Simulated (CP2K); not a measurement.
Band structure of TiAl (P4/mmm, 2 atoms in the cell).

```
TiAl
1.0
    2.77618     0.00000     0.00000
    0.00000     2.77618     0.00000
    0.00000     0.00000     4.01640
Ti Al
1 1
Direct
  0.50000   0.50000   0.50000
  0.00000   0.00000   0.00000
```

Method of the run: PBE, GPW, DZVP-MOLOPT-SR-GTH basis, GTH-PBE potentials (GTH_POTENTIALS) run with CP2K 2026.2.

Settings: CUTOFF = 600 Ry; REL_CUTOFF = 40 Ry; SMEAR/METHOD = FERMI_DIRAC; ELECTRONIC_TEMPERATURE = 1160.45 K; KPOINTS/SCHEME = MACDONALD 12 12 8 0.04166666667 0.04166666667 0.0625; XC_FUNCTIONAL = PBE; Ti/BASIS_SET = DZVP-MOLOPT-SR-GTH; Ti/POTENTIAL = GTH-PBE-q12; Al/BASIS_SET = DZVP-MOLOPT-SR-GTH; Al/POTENTIAL = GTH-PBE-q3; METHOD = GPW; EPS_DEFAULT = 1e-10; EXTRAPOLATION = USE_GUESS; NGRIDS = 5.

The starting cell comes from a database of computed structures (which also holds hypothetical and non-ambient phases and stackings), without a prior relaxation at this level. Its lattice was rescaled by a random factor within 2.5 % of one. Spin polarisation is off. Values carry the incompleteness of an atom-centred basis.

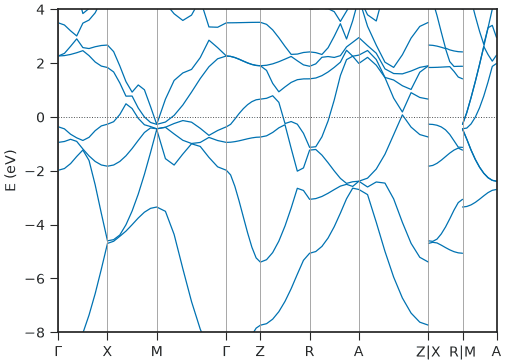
*Bands along the path, energies from the Fermi level.*

Levels in eV from the Fermi level, bands 5 to 10:
```
point      5      6      7      8      9     10
-----  -----  -----  -----  -----  -----  -----
Γ      -9.26  -1.98  -0.94  -0.36   2.27   2.27
X      -4.70  -4.60  -1.83  -0.27   1.84   2.67
M      -3.34  -0.46  -0.44  -0.44  -0.27  -0.27
Z      -7.74  -5.39  -0.74   0.66   1.91   1.91
R      -5.06  -3.06  -1.23  -1.13   1.42   1.89
A      -2.69  -2.39  -2.39   1.99   2.30   2.95
```

Bands cross the Fermi level along this path, so the cell is metallic at this level.

Higher empty bands are left out: an atom-centred basis made for the valence describes them poorly.
